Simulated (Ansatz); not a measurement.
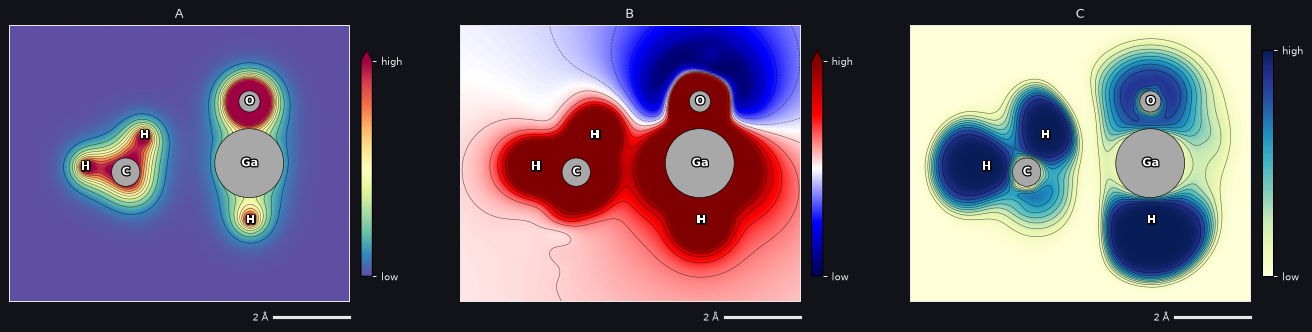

GaHO···CH$_{4}$: 3 fields on the plane of atoms H4, C2 and H8, with unlabelled colour scales. Grey discs cover the atomic cores.

The product side of a reaction path; geometry: PBE0-D4/def2-TZVP.

Method: Ansatz, RKS PBE0-D4/def2-TZVPP.

**The panels show electron density, electron localisation function and electrostatic potential in some order. Assign them.**

Panel A: electron density. Panel B: electrostatic potential (strongly positive close to the atoms, with negative regions outside electron-rich atoms). Panel C: electron localisation function. From the grid: C2···Ga1 (3.29 Å): the density falls to about 0.05 e/Å³ on the way; the ELF dips to about 0.05 between them. Ga–O (1.64 Å): the density is about 1.3 e/Å³ at the midpoint; the ELF peaks at about 0.80 in the valence shell of O, 0.5 Å from its nucleus, and is about 0.25 at the midpoint.
